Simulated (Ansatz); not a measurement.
**Fields on a plane of Au (fcc, Cu type)**

```
CELL_PARAMETERS angstrom
      0.00000     2.04172     2.04172
      2.04172     0.00000     2.04172
      2.04172     2.04172     0.00000
ATOMIC_POSITIONS crystal
  Au 0.00000 0.00000 0.00000
```

The slice is a {100} plane (indices of the conventional cell) through the point (0.000, 0.000, 0.000) (fractional), spanned by u = [100] and v = [0 1 -1] in vectors of this cell: u (2.89 Å) and v (2.89 Å, at 90° to u). It covers one period; positions are fractions (u, v).

Atoms on it: Au at (0.00, 0.00).

The numbers are results of PBEsol (plane waves to 420 eV, PAW, scalar-relativistic; Ansatz, a program for electronic structure), not measurements. k mesh 20×20×20. These are valence fields of a PAW run, semicore shells included where kept as valence: close to a nucleus they are smooth pseudo fields. Au was relaxed with its symmetry unable to fall. Spin-orbit coupling is left out, though Au is heavy.

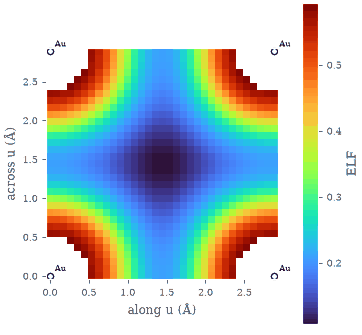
Figure: Electron localisation function (ELF), one period of the plane, atoms marked. Points within 0.5 Å of a nucleus are left white, as the pseudised field means little there.

```
|xxxxxxxxxxxx013555310xxxxxxxxxxx|
|xxxxxxxxxxx00245554200xxxxxxxxxx|
|xxxxxxxxxxx00245554200xxxxxxxxxx|
|xxxxxxxxxxx00355655300xxxxxxxxxx|
|xxxxxxxxxx0024566654200xxxxxxxxx|
|xxxxxxxxxx0035667665300xxxxxxxxx|
|xxxxxxxxx002456777654200xxxxxxxx|
|xxxxxxxx00135677877653100xxxxxxx|
|xxxxxxx0013567888887653100xxxxxx|
|xxxxx00013567888888876531000xxxx|
|xx00000235677889998877653200000x|
|00000234567788999998877654320000|
|11223455678889999999888765543221|
|33445566788899999999988876655443|
|55555667788999999999998877665555|
|55556677888999999999998887766555|
|55555667788999999999998877665555|
|33445566788899999999988876655443|
|11223455678889999999888765543221|
|00000234567788999998877654320000|
|xx00000235677889998877653200000x|
|xxxxx00013567888888876531000xxxx|
|xxxxxxx0013567888887653100xxxxxx|
|xxxxxxxx00135677877653100xxxxxxx|
|xxxxxxxxx002456777654200xxxxxxxx|
|xxxxxxxxxx0035667665300xxxxxxxxx|
|xxxxxxxxxx0024566654200xxxxxxxxx|
|xxxxxxxxxxx00355655300xxxxxxxxxx|
|xxxxxxxxxxx00245554200xxxxxxxxxx|
|xxxxxxxxxxx00245554200xxxxxxxxxx|
|xxxxxxxxxxxx013555310xxxxxxxxxxx|
|xxxxxxxxxxxx013454310xxxxxxxxxxx|
```
Scale: ten equal steps from 4.00 (start of '0') to 12.29 (end of '9'), in the order '0123456789'. Values: electrostatic potential energy of an electron, from the cell's mean, in eV. The map has 32 points along u (one character each, u = 0 at the left) and 32 along v (v = 0 in the bottom row). Points within 1 Å of a nucleus are blanked (x), as the pseudised field means little there. Values under 4 eV are set to 4. The zero, the cell's mean, hangs on the PAW cores.

| Property | Result |
|---|---|
| Density on the Au–Au line (2.89 Å) at its midpoint | 0.29 e/Å³ |
| ELF at that point | 0.21 |
